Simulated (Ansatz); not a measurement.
# C3H9BSi: the cost of one run

Method: functionals in def2-TZVPP, the program's frozen cores in correlated methods; program: Ansatz 0.2.0, Gaussian basis.

Levels to be run: PBE-D4, r2SCAN-D4, PBE0-D4, B3LYP-D4, ωB97X-V, ωB97M-V, B2PLYP; CCSD(T)/def2-TZVPP; MP2/def2-QZVPP; extrapolation to the limit.

## (1) The relaxed structure

An earlier PBE0-D4 in a triple-zeta def2 set relaxation fixed the geometry.

14 atoms, charge 0, spin multiplicity 1.

Atoms are counted from 1 here; the program's logs count them from 0.

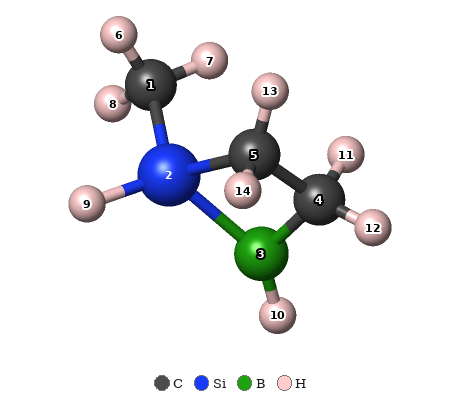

The structure; carbon dark grey, silicon blue, boron green, hydrogen pink; atoms are numbered from 1 in the order of the file.

Geometry (Å):

```xyz
14
C3H9BSi
C    -1.0141   -1.1613    1.3901
Si    0.1034    0.2793    0.9320
B     1.6245   -0.1544   -0.3333
C     0.6534    0.2876   -1.4876
C    -0.3923    1.1301   -0.7023
H    -1.9842   -0.7960    1.7367
H    -1.1839   -1.8147    0.5313
H    -0.5717   -1.7600    2.1896
H     0.2635    1.1596    2.1299
H     2.7638   -0.5067   -0.4005
H     0.1913   -0.6716   -1.7895
H     1.0493    0.7197   -2.4129
H    -1.4191    1.0766   -1.0692
H    -0.0971    2.1825   -0.6856
```

## (2) PBE-D4 (GGA)

The input, in.yaml:

```yaml
crystal:
  periodic: [false, false, false]
  atoms:
    - {symbol: C, position_ang: [-1.014099, -1.161258, 1.390134]}
    - {symbol: Si, position_ang: [0.103371, 0.279323, 0.931956]}
    - {symbol: B, position_ang: [1.624546, -0.154386, -0.333305]}
    - {symbol: C, position_ang: [0.653406, 0.287611, -1.487563]}
    - {symbol: C, position_ang: [-0.392330, 1.130055, -0.702281]}
    - {symbol: H, position_ang: [-1.984189, -0.795986, 1.736736]}
    - {symbol: H, position_ang: [-1.183897, -1.814661, 0.531343]}
    - {symbol: H, position_ang: [-0.571676, -1.759979, 2.189589]}
    - {symbol: H, position_ang: [0.263528, 1.159595, 2.129939]}
    - {symbol: H, position_ang: [2.763826, -0.506704, -0.400541]}
    - {symbol: H, position_ang: [0.191289, -0.671650, -1.789532]}
    - {symbol: H, position_ang: [1.049280, 0.719685, -2.412904]}
    - {symbol: H, position_ang: [-1.419065, 1.076577, -1.069173]}
    - {symbol: H, position_ang: [-0.097089, 2.182478, -0.685599]}
basis:
  gaussian: {orbitals: def2-TZVPP}
hamiltonian: {xc: pbe, dispersion: d4}
output: {forces: true, orbitals: {seedname: orbitals}}
```

The run is started by

```bash
$ ansatz run in.yaml --threads 4 --pin off --events-out ev --progress --plain --max-ram 10444MiB
```

**Question.** How long does this run take on 4 threads of Arm Neoverse V1, shared host, and how much memory does it need?

About 3.6 s, with a peak of 0.41 GiB.
